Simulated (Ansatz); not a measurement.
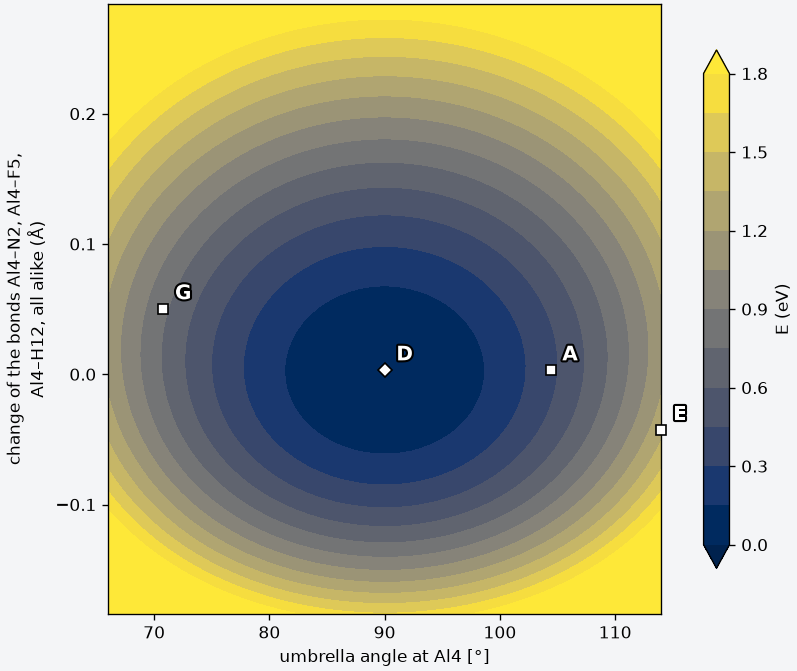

C₂H₇AlFN, SMILES C[N](C)[AlH][F]. 
- First axis: umbrella angle at Al4 (between each of its bonds and their common axis; 90 is planar). Second axis: change of the bonds Al4–N2, Al4–F5, Al4–H12, all alike.
- Nothing is relaxed (all other coordinates rigid).
- The grid has 11 × 11 points.
- Points are written as (first, second).
- Energies are in eV, from the lowest grid point.
- Computed with RKS PBE0-D4/def2-SVP (Ansatz).

Drawn: filled contours, one colour for all values above the top of the scale, lettered points. Between grid points the surface is interpolated.

> Is D the lowest point of the computed grid?

Yes. D, at (90.0°, 0.003 Å), has the lowest energy of the grid.

> What kind of point is each of A, D, G: minimum, saddle, maximum or slope?

A: on a slope; D: minimum; G: on a slope. (In these two coordinates alone; a stationary point may lie a little off the grid point.)
